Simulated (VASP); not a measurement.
Band structure of HgS (zinc blende). Method: modified Becke-Johnson potential (mBJ) with spin-orbit coupling, VASP's PBE PAW potentials (set 64) (plane waves; VASP).

mBJ is a potential without an energy functional, so only the levels count.

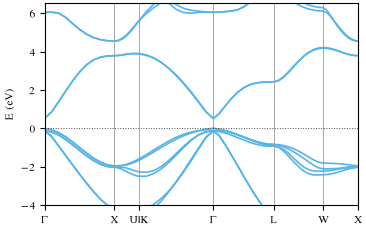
*Bands along high-symmetry lines, zero at the valence-band maximum or, without a gap, the Fermi level*

Question: Read the plot: is there a gap, and where are the band edges?

Answer: The gap is direct, 0.51 eV, from the valence maximum at Γ to the conduction minimum at Γ.

The compound is HgS in the zinc blende structure, metacinnabar; cinnabar is the stable form. It was relaxed first, which changed the volume by +7 %. The cell's shape comes from a PBE relaxation.
